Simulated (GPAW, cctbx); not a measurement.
## How far are the atoms of ZnHg3Te4 from free atoms?

Question: by how much does bonding change the structure factors of ZnHg3Te4?

The cell is our own: ordered zincblende alloy in the eight-atom cube, 3 of 4 Zn sites given to Hg. All numbers below are calculated.

## 1. Find the equilibrium geometry

The density hangs on the geometry, so cell and atoms are relaxed first, with the symmetry held. The cutoff is set higher than for the density because stress converges slowly with plane waves.

Settings: GPAW 26.7.0, PBE, 650 eV, 3×3×3 k-points, Fermi–Dirac width 0.02 eV, BFGS to 0.02 eV/Å.

```text
cell
1.0
     6.542500000    0.000000000    0.000000000
     0.000000000    6.542500000    0.000000000
     0.000000000    0.000000000    6.542500000
Hg Te Zn
3 4 1
Direct
0.000000000 0.000000000 0.500000000
0.000000000 0.500000000 0.000000000
0.500000000 0.000000000 0.000000000
0.250000000 0.250000000 0.750000000
0.250000000 0.750000000 0.250000000
0.750000000 0.250000000 0.250000000
0.750000000 0.750000000 0.750000000
0.500000000 0.500000000 0.500000000
```

```console
$ OMP_NUM_THREADS=1 mpirun -n 4 gpaw python run.py > gpaw.log
```

```text
BFGS:    0      -18.594324        0.747835
BFGS:    1      -18.625198        0.692057
BFGS:    2      -18.791498        0.092699
BFGS:    3      -18.794238        0.053651
BFGS:    4      -18.794387        0.051842
BFGS:    5      -18.794800        0.040875
BFGS:    6      -18.795274        0.023772
BFGS:    7      -18.795598        0.014534
cell  6.5324 6.5324 6.5324  90.00 90.00 90.00
volume 278.751 A^3, largest force 0.008 eV/A, largest stress 0.02 GPa
```

After 7 steps the volume has changed by -0.5 % and the energy by -0.201 eV; the largest stress left is 0.02 GPa. It took 5.1 min on 4 cores of Arm Neoverse N1 (shared host), peak memory 1.6 GiB.

Relaxed structure: P-43m (no. 215), a = 6.5324 Å, b = 6.5324 Å, c = 6.5324 Å, α = 90.00°, β = 90.00°, γ = 90.00°.

| atom | mult. | x | y | z |
| --- | --- | --- | --- | --- |
| Hg1 | 3 | 0 | 0 | 1/2 |
| Te1 | 4 | 0.2616 | 0.2616 | 0.7384 |
| Zn1 | 1 | 1/2 | 1/2 | 1/2 |

## 2. Density and charge transfer

X-rays see the whole electron density, so the PAW density is rebuilt with its core regions. Subtracting spherical free atoms from the same code cancels the cores and leaves the deformation density Δρ, the part due to bonding.

Settings: PBE, 600 eV, 4×4×4 k-points, Fermi–Dirac width 0.02 eV; primitive cell of 8 atoms.

```console
$ OMP_NUM_THREADS=1 mpirun -n 4 gpaw python run.py > gpaw.log
```

```text
|iter:   1|       0s |  -19.229116 | +0.39 |       |
|iter:   2|      15s |  -19.145114 | -0.71 | -1.40 |
|iter:   3|      28s |  -18.763558 | -0.82 | -1.45 |
...
|iter:  12|      97s |  -18.829249c| -6.63 | -5.49c|
|iter:  13|     103s |  -18.829249c| -7.20 | -6.02c|
|iter:  14|     108s |  -18.829249c| -7.78c| -6.40c|
```

```text
grid (80, 80, 80)  electrons 478.000  moved by bonding 1.432 e
deformation density beyond 0.5 A of the nuclei: max 0.115, min -0.061 e/A^3
atom        x       y       z   Voronoi charge  moment
Hg1    0.0000  0.0000  0.5000      0.178       0.00
Hg2    0.0000  0.5000  0.0000      0.178       0.00
Hg3    0.5000  0.0000  0.0000      0.178       0.00
Te4    0.2616  0.2616  0.7384     -0.167       0.00
Te5    0.2616  0.7384  0.2616     -0.167       0.00
Te6    0.7384  0.2616  0.2616     -0.167       0.00
Te7    0.7384  0.7384  0.7384     -0.167       0.00
Zn8    0.5000  0.5000  0.5000      0.133       0.00
mean inner potential of superposed free atoms 14.117 V
total magnetic moment 0.000 muB
```

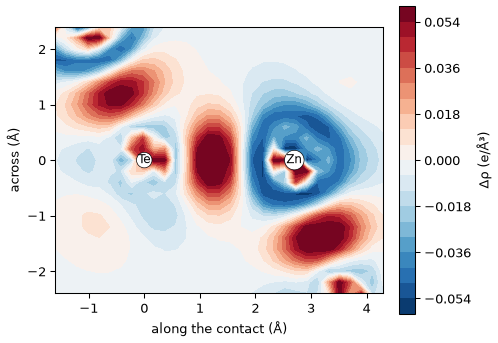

Deformation density in a plane through the shortest contact of the Te atom at the origin; red gains electrons, blue loses them.

Te gains most (-0.17 e) and Hg loses most (+0.18 e); Te is the most electronegative element, but the order of the others doesn't follow electronegativity. Such charges fall far short of formal ones, since overlapping free atoms already put density on their neighbours. Along the shortest contact from the Te atom at the map's origin, Te–Zn at 2.70 Å, Δρ is +0.08 e/Å³ at the midpoint: a modest build-up. At the midpoints of other shortest contacts it is +0.05 (Hg–Te, 2.88 Å) e/Å³. Point values carry grid noise of about 0.01 e/Å³. The run needed 14 iterations, 2.4 min.

## 3. From the density to structure factors

The Fourier components of Δρ, added to those of the free atoms, give the static X-ray structure factors; the Mott–Bethe relation turns them into the Fourier components V of the potential that fast electrons feel.

```text
static structure factors of the conventional cell: F in electrons, V (Mott-Bethe) in volts
   h  k  l      d  |F| table  |F| free   |F| DFT   change   |V| free  |V| DFT  change %
   0  1  0  6.5324    34.474    34.434    34.377   -0.057     0.331    0.371     12.1
   0  1  1  4.6191    46.818    46.771    46.746   -0.025     0.748    0.757      1.2
   1  1  1  3.7715   307.706   307.725   307.707   -0.018     7.628    7.615     -0.2
   0  2  0  3.2662    65.140    64.971    64.433   -0.538     0.137    0.042    -69.0
   0  2  1  2.9214    57.594    57.627    57.627   -0.000     1.026    1.026      0.0
   1  2  1  2.6668    51.409    51.459    51.447   -0.012     0.935    0.936      0.1
   0  2  2  2.3096   382.864   382.809   382.454   -0.354     7.967    7.998      0.4
   1  2  2  2.1775    31.270    31.346    31.405    0.059     0.326    0.321     -1.5
   0  3  0  2.1775    76.883    76.986    76.986    0.000     1.402    1.402     -0.0
   0  3  1  2.0657    44.326    44.412    44.469    0.057     0.621    0.617     -0.6
   1  3  1  1.9696   260.494   260.303   259.960   -0.343     4.927    4.949      0.5
   2  2  2  1.8857    63.653    63.283    63.438    0.155     0.306    0.298     -2.5
   0  3  2  1.8118     8.510     8.573     8.644    0.071     0.165    0.169      2.3
   1  3  2  1.7459    43.048    43.107    43.149    0.042     0.623    0.622     -0.2
```

The largest X-ray change is -0.54 e on 020, 0.8 % of |F|. For electrons V goes as (Z − F)/g², so a change of F counts against Z − F, which is small at low angle and wherever the atoms' terms cancel: |V| of 020 moves by -69.0 % (0.14 to 0.04 V) against -0.8 % in |F|. These compare absolute values; so weak a component may also change sign. The tabulated Hartree–Fock atoms differ from the free DFT atoms by up to 0.37 e, so the choice of reference atom matters too.

## 4. Answer

Bonding moves 1.43 e in the primitive cell of ZnHg3Te4 and changes the structure factors of the conventional cell in the table above by at most 0.54 e (020, 0.8 %), and among reflections above 2 % of the strongest by up to 0.8 % (032). The shortest bond, Te–Zn, has Δρ = +0.08 e/Å³ at its midpoint. Limits: static density, frozen cores, no spin–orbit coupling.

[Outputs are excerpts: Python notices, other lines and further rows are left out; steps that failed or that the build refused (PBEsol, TPSS) are not shown.]

[Logs are printed without paths, hosts, clocks, repeated set-up lines and the standing remarks that a program may print on its own settings, such as how far it seeks lower states.]
